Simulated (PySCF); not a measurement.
## Electronic structure of C6H9 (doublet) in real space

```xyz
15

C     1.9226   -0.5264    0.1871
C     0.7239    0.3133    0.0304
C     0.3256    1.5921    0.4031
C    -0.9377    1.4693   -0.1498
C    -0.6351    0.0537   -0.6169
C    -1.4732   -1.0562   -0.0023
H     2.2745   -0.8802   -0.7850
H     1.6977   -1.4119    0.7874
H     2.7216    0.0302    0.6724
H     0.8262    2.3906    0.9227
H    -1.8077    2.0886   -0.2191
H    -0.5972   -0.0607   -1.7041
H    -1.0420   -2.0288   -0.2317
H    -2.4874   -1.0260   -0.3952
H    -1.5161   -0.9395    1.0787
```

Geometry: GFN2-xTB.

All numbers below come from PySCF 2.14.0, density-fitted response routines, UKS B3LYP, pcH-1 on C H, non-relativistic, mean-field spin-orbit, GIAO.

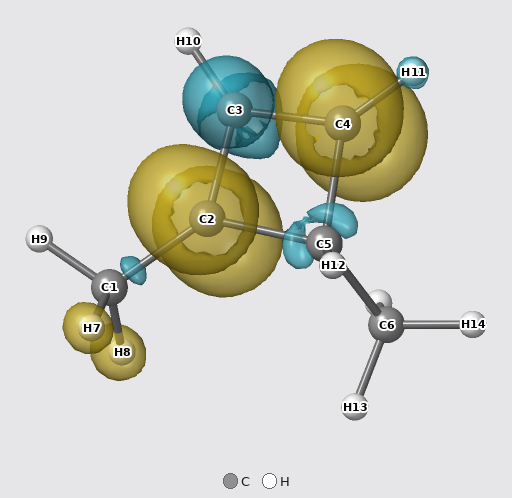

Figure 1. Isosurfaces of the spin density (α minus β) at +0.03 (yellow) and −0.03 e/Å³ (cyan), seen at a tilt.

Which atoms carry the spin?

Answer. The unpaired spin (1 electron) lies mostly on C4 (about 0.4) and C2 (about 0.4), in electrons by Hirshfeld's partition.

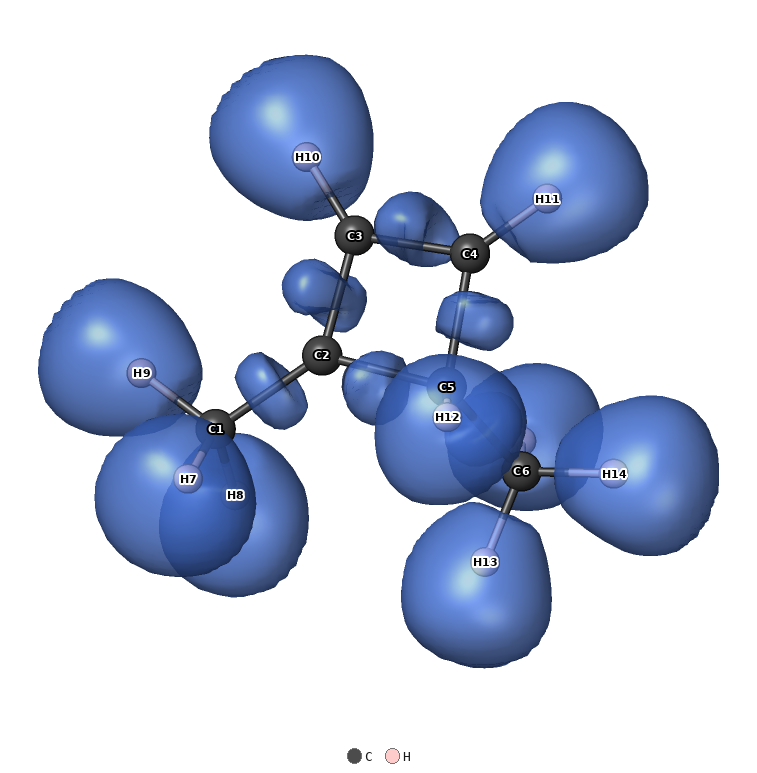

Figure 2. Isosurface of the ELF at 0.8 (blue), seen at a tilt. Core shells and regions of very low density are left out.

What do the ELF domains correspond to?

Answer. At this value the surface marks out six regions between bonded C–C atoms (shared pairs) and nine regions around hydrogen nuclei. Along the contacts the grid gives the following. C–C (1.38 Å): the ELF peaks at about 0.95 between the atoms; localised, covalent bonding. C–H (1.07 Å): the ELF climbs to about 1 towards the hydrogen, as it does in any bond to H; an ordinary covalent bond to hydrogen.

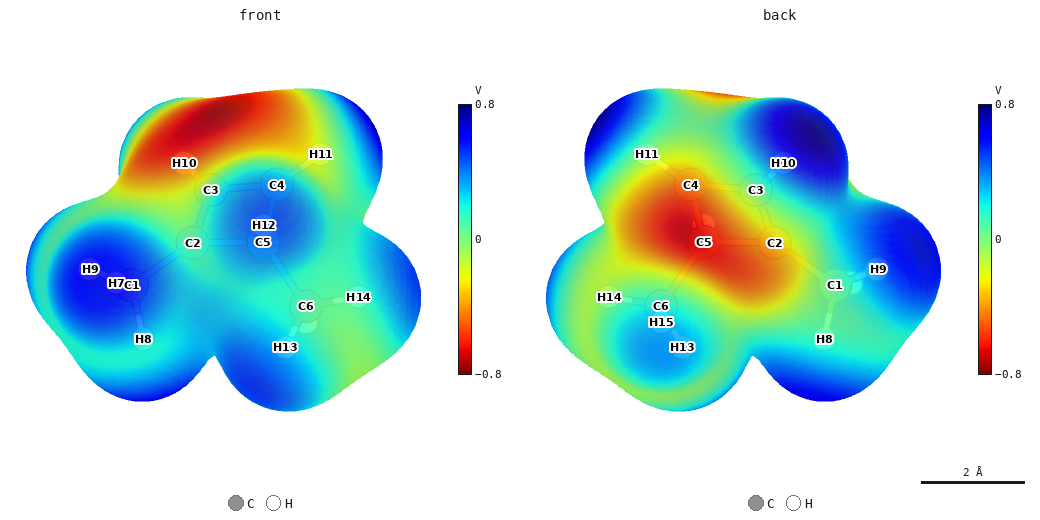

Figure 3. The molecular electrostatic potential painted on the density surface at 0.002 e/bohr³, seen from the front and from behind; red is negative and blue positive.

Describe the electrostatic potential map.

Answer. The most negative region (about −0.7 V, or −16 kcal/mol for a unit charge) lies over the π face of C3 and C4, the most positive (about +0.7 V, or +16 kcal/mol for a unit charge) over H10 and H11.
